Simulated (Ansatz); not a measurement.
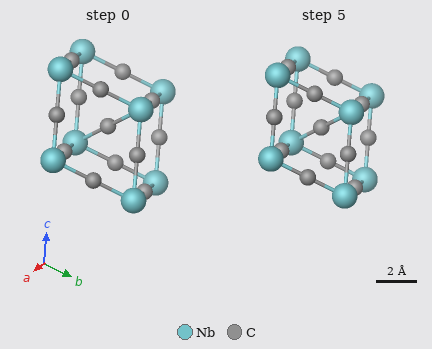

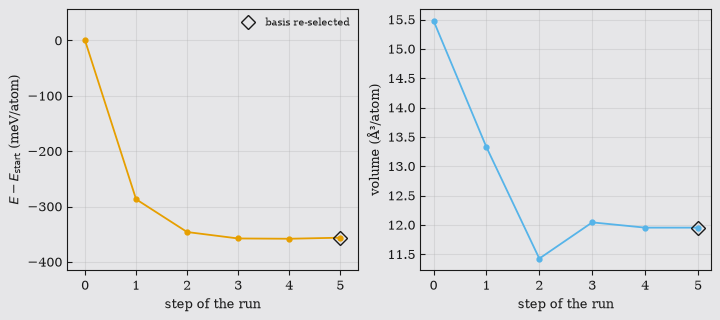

First and last geometry of a relaxation of crystalline NbC₄ (a generated structure, set up in Im-3m) (coarse preliminary run), with the history of the run. Style: ball-and-stick. Shown: the cell of the calculation, slightly off an axis.

Level of theory: Ansatz 0.2.0, DFT PBE, scalar-relativistic, plane waves, PAW. Settings: plane-wave cutoff 420 eV; k-point mesh 4 × 4 × 4; occupations gaussian; smearing width 0.1 eV; no spin polarisation; cell and atoms relaxed; force threshold 0.04 eV/Å; at most 70 steps.

### Read the history and describe the run.

It converged. After 4 accepted moves (5 points after the start) the energy has fallen by 356 meV per atom. All forces vanish by symmetry, so only the cell relaxes. Pressure: −25.83 GPa at the start and −0.24 GPa at the end. At 1 point the geometry stayed and the basis and grid were re-selected for the new cell (energy shift of 1.9 meV per atom at most each time). The atoms keep their places relative to the cell (all moves are under 0.005 Å). The drawn cell changes as follows: a = b = c 4.650 → 4.266 Å (−8.3 %); the volume changes by −22.8 %. Among the contacts that change: C–Nb 2.325 → 2.133 Å. The space group stays Im-3m (No. 229).

| step | E − E(0), meV/atom | pressure, GPa | volume, Å³/atom | note |
| --- | --- | --- | --- | --- |
| 0 | 0.00 | -25.83 | 15.481 |  |
| 1 | -286.82 | -14.59 | 13.326 |  |
| 2 | -346.07 | 8.19 | 11.426 |  |
| 3 | -357.69 | -1.24 | 12.043 |  |
| 4 | -358.20 | 0.01 | 11.953 |  |
| 5 | -356.29 | -0.24 | 11.953 | same geometry, new basis |
